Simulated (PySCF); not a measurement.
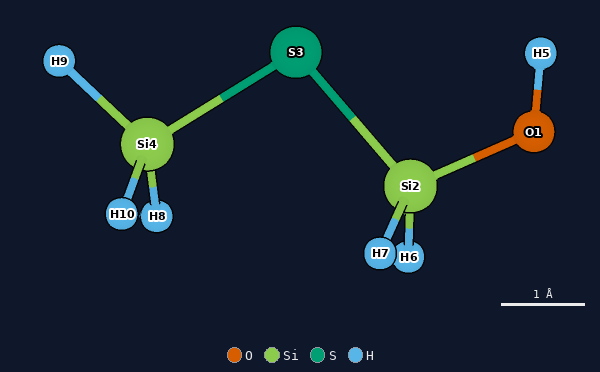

Fig. 1: The input geometry of run 1 (ball-and-stick view, seen at a tilt; atoms are numbered from 1 in the order of the input). Bond lengths as drawn: H–O 0.96 Å, H–Si 1.49 Å, O–Si 1.66 Å and S–Si 2.15 to 2.16 Å.

**Two runs on Si₂H₆SO**

System: Si₂H₆SO.
Method of run 1: GIAO PBE0/6-31G* NMR shielding, non-relativistic, gas phase (PySCF 2.14.0).

The geometry comes from this level: PBE0-D3(BJ)/def2-SVP. Text and figures count atoms from 1; the logs count them from 0 in places.

**The input, run 1**
```
{"job": {"kind": "nmr", "xc": "PBE0", "basis": "6-31G*", "pop": true}, "charge": 0, "multiplicity": 1}
O      2.752831    -0.587068    -0.060898
Si     1.101118    -0.712372    -0.059280
S      0.311739     1.145295     0.698934
Si    -1.791852     0.732017     0.546675
H      3.135999     0.259760     0.183574
H      0.587551    -0.947282    -1.439511
H      0.678553    -1.843061     0.814612
H     -2.178513     0.444245    -0.866611
H     -2.482651     1.958928     1.030355
H     -2.169864    -0.437998     1.394047
```

The first line tells a small driver script what to run in PySCF; the rest is the geometry in Å.

Command:
```bash
OMP_NUM_THREADS=1 python <driver script> task.json out
```

Hardware: 1 CPU thread, shared host.

**Output (run 1)**
```
coarse grid: 9680 points
cycle   1  E = -1055.5173440334  dE =  1.474e-01  |g| = 6.858e-01  |ddm| = 2.742e+00
cycle   2  E = -1055.3785058150  dE =  1.388e-01  |g| = 1.077e+00  |ddm| = 1.470e+00
cycle   3  E = -1055.6124231670  dE = -2.339e-01  |g| = 7.009e-02  |ddm| = 9.830e-01
cycle   4  E = -1055.6134006718  dE = -9.775e-04  |g| = 3.318e-02  |ddm| = 1.277e-01
cycle   5  E = -1055.6137759735  dE = -3.753e-04  |g| = 4.785e-03  |ddm| = 5.536e-02
cycle   6  E = -1055.6137834930  dE = -7.520e-06  |g| = 5.242e-04  |ddm| = 7.354e-03
final grid: 79040 points
cycle   7  E = -1055.5533502631  dE = -6.159e-06  |g| = 4.274e-03  |ddm| = 1.494e-02
cycle   8  E = -1055.5533479186  dE =  2.344e-06  |g| = 5.376e-03  |ddm| = 1.134e-02
cycle   9  E = -1055.5533551683  dE = -7.250e-06  |g| = 5.099e-04  |ddm| = 5.947e-03
cycle  10  E = -1055.5533552285  dE = -6.022e-08  |g| = 8.468e-05  |ddm| = 5.979e-04
cycle  11  E = -1055.5533552307  dE = -2.147e-09  |g| = 2.588e-05  |ddm| = 1.482e-04
cycle  12  E = -1055.5533552309  dE = -2.219e-10  |g| = 3.775e-06  |ddm| = 3.547e-05
converged SCF energy = -1055.5533552309

GIAO shielding tensors (ppm)
atom      isotropic    diamagn.    paramagn.     s11        s22        s33       span
  0 O      309.533     388.362     -78.829    269.633    297.623    361.343     91.711
  1 Si     402.311     879.198    -476.887    369.757    384.930    452.246     82.488
  2 S      824.090    1059.520    -235.430    736.657    842.950    892.663    156.006
  3 Si     444.708     880.822    -436.113    407.358    439.356    487.411     80.053
  4 H       31.183      28.152       3.031     22.816     28.710     42.023     19.206
  5 H       26.257      30.101      -3.843     22.383     25.259     31.129      8.746
  6 H       26.244      29.690      -3.446     22.422     25.127     31.184      8.762
  7 H       27.347      29.533      -2.186     23.626     25.505     32.910      9.284
  8 H       27.221      28.336      -1.115     23.819     24.907     32.938      9.119
  9 H       27.343      29.240      -1.897     23.599     25.464     32.967      9.368
```

Run 2 used a changed input.

**The two runs side by side**

| quantity | run 1 | run 2 |
| --- | --- | --- |
| outcome | converged | converged |
| total energy (hartree) | −1055.553355 | −1055.693782 |
| HOMO (eV) | −7.45 | −7.48 |
| LUMO (eV) | −0.02 | −0.38 |
| dipole moment (D) | 0.82 | 0.71 |
| shielding of O1 (ppm) | 309.5 | 294.7 |
| shielding of Si2 (ppm) | 402.3 | 356.7 |
| shielding of S3 (ppm) | 824.1 | 783.4 |
| shielding of Si4 (ppm) | 444.7 | 408.9 |
| shielding of H5 (ppm) | 31.2 | 30.5 |
| shielding of H8 (ppm) | 27.3 | 26.5 |
| shielding of H10 (ppm) | 27.3 | 26.6 |
| SCF iterations | 12 | 14 |
| basis functions | 80 | 227 |
| wall time (shared host) | 8.9 s | 29 s |

Which change of the input explains these differences?

The change (lines with − go, lines with + come):
```diff
-"basis": "6-31G*"
+"basis": "IGLO-III"
```

The total energy of run 2 is 88.1 kcal/mol lower, which measures the change of basis and not a stability. The LUMO goes from −0.02 to −0.38 eV. The dipole moment goes from 0.82 to 0.71 D. Of all shieldings, the largest change is that of Si2, by −45.6 ppm. The SCF takes 14 iterations against 12. The basis functions go from 80 to 227.

**Output (run 2)**
```
coarse grid: 9680 points
cycle   1  E = -1055.5865407952  dE =  5.940e-02  |g| = 7.495e-01  |ddm| = 2.334e+00
cycle   2  E = -1055.4177047627  dE =  1.688e-01  |g| = 1.199e+00  |ddm| = 8.426e-01
cycle   3  E = -1055.6802182528  dE = -2.625e-01  |g| = 9.810e-02  |ddm| = 5.522e-01
cycle   4  E = -1055.6818242658  dE = -1.606e-03  |g| = 4.184e-02  |ddm| = 9.925e-02
cycle   5  E = -1055.6822089567  dE = -3.847e-04  |g| = 8.446e-03  |ddm| = 4.445e-02
cycle   6  E = -1055.6822241001  dE = -1.514e-05  |g| = 2.334e-03  |ddm| = 8.876e-03
cycle   7  E = -1055.6822255979  dE = -1.498e-06  |g| = 4.356e-04  |ddm| = 1.970e-03
final grid: 79040 points
cycle   8  E = -1055.6937766427  dE = -6.049e-05  |g| = 6.296e-03  |ddm| = 2.180e-02
cycle   9  E = -1055.6937738111  dE =  2.832e-06  |g| = 6.385e-03  |ddm| = 8.585e-03
cycle  10  E = -1055.6937815692  dE = -7.758e-06  |g| = 1.223e-03  |ddm| = 5.254e-03
cycle  11  E = -1055.6937818303  dE = -2.611e-07  |g| = 3.315e-04  |ddm| = 6.074e-04
cycle  12  E = -1055.6937818502  dE = -1.992e-08  |g| = 1.050e-04  |ddm| = 3.203e-04
cycle  13  E = -1055.6937818528  dE = -2.661e-09  |g| = 1.578e-05  |ddm| = 8.281e-05
cycle  14  E = -1055.6937818529  dE = -6.412e-11  |g| = 1.505e-06  |ddm| = 1.480e-05
converged SCF energy = -1055.6937818529

GIAO shielding tensors (ppm)
atom      isotropic    diamagn.    paramagn.     s11        s22        s33       span
  0 O      294.716     379.719     -85.003    259.919    288.792    335.437     75.518
  1 Si     356.713     884.858    -528.145    328.363    334.329    407.448     79.085
  2 S      783.417    1063.012    -279.595    688.218    796.756    865.275    177.057
  3 Si     408.934     884.268    -475.334    368.892    400.915    456.994     88.102
  4 H       30.524      31.935      -1.412     22.069     27.982     41.521     19.452
  5 H       25.639      29.708      -4.069     22.142     24.482     30.293      8.151
  6 H       25.671      29.277      -3.606     22.216     24.419     30.376      8.160
  7 H       26.547      29.199      -2.652     22.980     24.460     32.203      9.223
  8 H       26.595      28.263      -1.669     23.229     24.460     32.095      8.866
  9 H       26.563      28.934      -2.370     22.958     24.456     32.276      9.318
```
